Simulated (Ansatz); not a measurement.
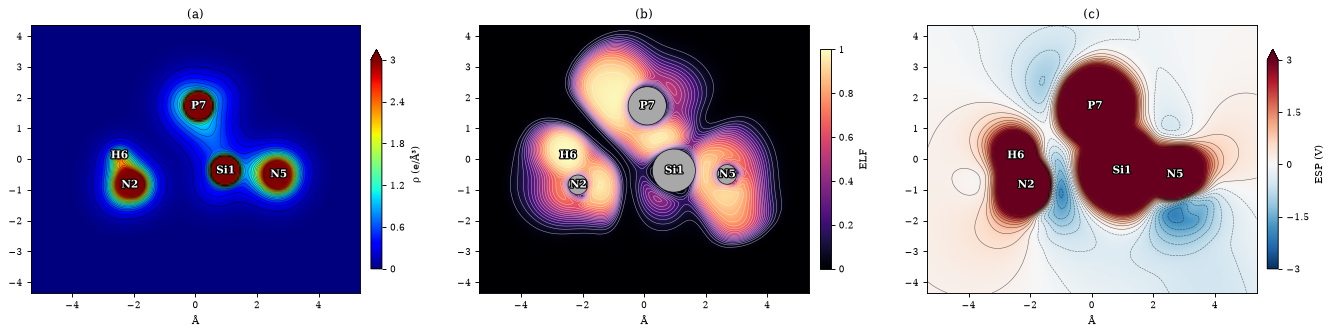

*H6NPSi···NH3. (a) total electron density; (b) ELF; (c) electrostatic potential on the plane of atoms N5, Si1 and P7. Grey discs cover the atomic cores in the ELF map.*

The product side of a reaction path; geometry: PBE0-D4/def2-TZVP.

Theory: RKS PBE0-D4/def2-TZVPP (Ansatz).

The calculation's input:

```
crystal:
  periodic: [false, false, false]
  atoms:
    - {symbol: Si, position_ang: [-0.158406, 0.486452, 0.583007]}
    - {symbol: N, position_ang: [1.306798, -2.151068, -0.318782]}
    - {symbol: H, position_ang: [-0.725037, -0.710583, 1.246979]}
    - {symbol: H, position_ang: [1.312997, 0.607748, 0.706111]}
    - {symbol: N, position_ang: [-0.817310, 1.849349, 1.417743]}
    - {symbol: H, position_ang: [1.104924, -2.158911, -1.311387]}
    - {symbol: P, position_ang: [-0.641073, 0.322753, -1.633164]}
    - {symbol: H, position_ang: [0.945117, -3.012052, 0.072431]}
    - {symbol: H, position_ang: [2.313378, -2.169144, -0.211137]}
    - {symbol: H, position_ang: [-0.455376, 2.768289, 1.214782]}
    - {symbol: H, position_ang: [-1.812935, 1.894779, 1.570367]}
    - {symbol: H, position_ang: [-0.346295, 1.689832, -1.892434]}
    - {symbol: H, position_ang: [-2.026682, 0.582653, -1.444517]}
basis:
  gaussian: {orbitals: def2-TZVPP}
hamiltonian: {xc: pbe0, dispersion: d4}
output: {orbitals: {seedname: orbitals}}
```

Command:

```sh
ansatz run in.yaml --threads 8 --pin off --events-out ev --progress --plain --max-ram 19148MiB
```

### What does the map show?

Atoms in the plane: Si, N, H and P. Si1···N2 (3.15 Å): the density falls to about 0.07 e/Å³ on the way; the ELF dips to about 0.05 between them. Si–N (1.73 Å): ρ is about 1.1 e/Å³ halfway; the ELF peaks at about 0.90 between the atoms (a shared but strongly polarised pair). Si–P (2.27 Å): ρ is about 0.71 e/Å³ halfway, with its minimum of 0.64 e/Å³ about 0.8 Å from Si; the ELF peaks at about 0.95 between the atoms; localised, covalent bonding. N–H (1.01 Å): ρ is about 2.9 e/Å³ halfway; the ELF climbs to about 1 towards the hydrogen, as it does in any bond to H: a covalent bond by its length. The ELF also peaks beside N5 and P7, away from the bonds: lone-pair regions. Outside the dense part of the complex the potential is most negative (−2.0 V) near N5.
